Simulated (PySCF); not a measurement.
# C3H2FN3S: the cost of one run

Computed with PySCF 2.14.0 and routines of our own; the level stands in each step. Atoms count from 0.

### Step 1. The system as given

10 atoms, charge 0, multiplicity 1; geometry from: GFN2-xTB.

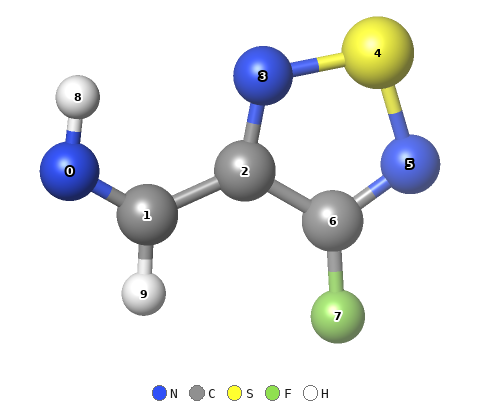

The starting geometry (nitrogen blue, carbon grey, sulfur yellow, fluorine green, hydrogen white).

### Step 2. Magnetic properties: GIAO B97-2/pcSseg-1

The job: settings as JSON, then the geometry in Å.

```
{"job": {"kind": "mag", "xc": "B97-2", "basis": "pcSseg-1", "isotopologues": 2}, "charge": 0, "multiplicity": 1}
N     -2.302498    -0.175653     0.560779
C     -1.342376     0.237553    -0.134818
C      0.075457    -0.054898     0.061273
N      0.530075    -0.822527     1.037887
S      2.135632    -0.929461     0.957939
N      2.334344     0.011341    -0.345375
C      1.155063     0.420969    -0.734617
F      1.018272     1.210780    -1.783997
H     -2.030285    -0.777865     1.337501
H     -1.564802     0.884415    -0.979100
```

Level: GIAO B97-2/pcSseg-1 magnetisability, rotational g tensor and spin-rotation constants, non-relativistic, gas phase.

The run is started by

```sh
$ OMP_NUM_THREADS=1 python excited_run.py task.json out
```

One launch serves the whole session: the jobs run in the order shown.

Q: Estimate the wall time and peak memory of this first job on 1 thread of AMD EPYC 7R43, shared host.

About 35 s, with a peak of 0.76 GiB.
